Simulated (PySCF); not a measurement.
# C₄H₉Al: what the fields show

```xyz
14

C    -1.7877   -1.1972   -0.4006
C    -0.9621   -0.2293    0.0015
C    -1.4757    1.0234    0.6563
Al    0.9359   -0.6915   -0.3957
C     2.5526    0.4294   -0.0933
H    -1.3811   -2.0901   -0.8678
H    -2.8651   -1.1655   -0.2933
H    -2.5650    1.0387    0.7050
H    -1.1342    1.9004    0.1056
H    -1.0771    1.1028    1.6682
H     1.0684   -2.1094   -1.0111
H     2.6599    0.7582    0.9480
H     2.5590    1.3444   -0.6986
H     3.4714   -0.1150   -0.3464
```

Geometry: GFN2-xTB.

Method: CAM-B3LYP/def2-SVPD, SCF density, gas phase (PySCF 2.14.0).

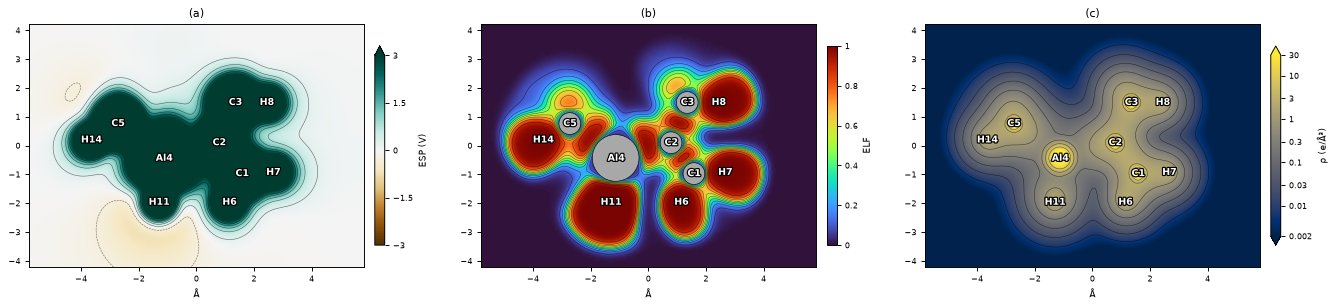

Figure 1. (a) electrostatic potential; (b) electron localisation function; (c) total electron density on the plane of atoms C3, C2 and Al4. Grey discs cover the atomic cores in the ELF map.

Read the bonding off the picture.

Answer. Atoms in the plane: C, Al and H. C–C (1.33 Å): the density is about 2.3 e/Å³ at the midpoint; the ELF peaks at about 0.95 between the atoms (a multiple bond). C–Al (1.99 Å): the density is about 0.69 e/Å³ at the midpoint; the ELF peaks at about 0.95 between the atoms (a shared but strongly polarised pair). C–H (1.08 Å): ρ at the midpoint is about 2 e/Å³; the ELF climbs to about 1 towards the hydrogen, as it does in any bond to H; an ordinary covalent bond to hydrogen. C–C (1.50 Å): ρ is about 1.7 e/Å³ halfway; the ELF peaks at about 0.95 between the atoms (a covalent bond). Al–H (1.55 Å): ρ is about 0.56 e/Å³ halfway; the ELF climbs to about 1 towards the hydrogen. Outside the dense part of the molecule the potential is most negative (−0.7 V) near H11.

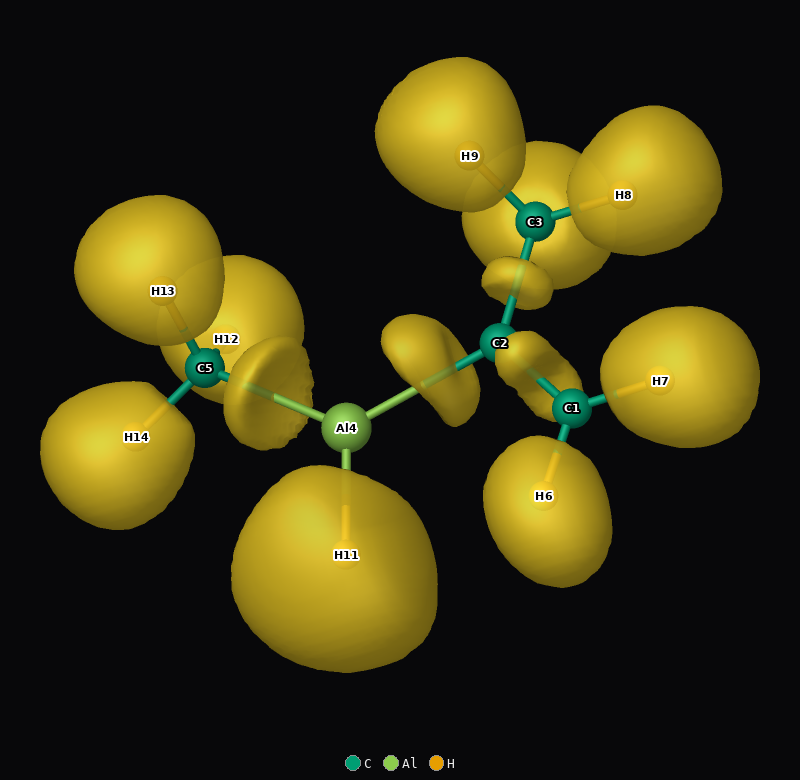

Figure 2. Isosurface of the electron localisation function at 0.85 (yellow), seen at a tilt. Core shells and regions of very low density are left out.

Where are the electrons localised?

Answer. The surface consists of two regions between bonded Al–C atoms (shared pairs), two regions between bonded C–C atoms (shared pairs) and nine regions around hydrogen nuclei.

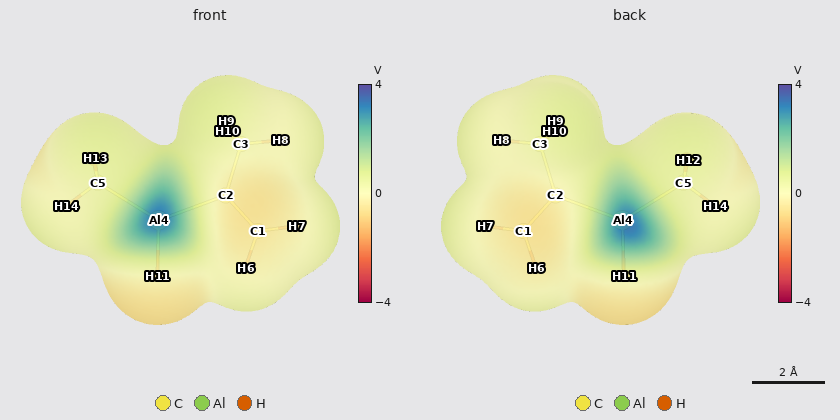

Figure 3. The molecular electrostatic potential painted on the density surface at 0.002 e/bohr³, seen from the front and from behind; the colour scale runs from red (negative) to blue (positive).

Describe the electrostatic potential map.

Answer. The most negative region (about −0.7 V) lies over H11, the most positive (about +3.2 V) over Al4.

What dipole moment does the calculation give?

Answer. Its dipole moment is 0.85 D.
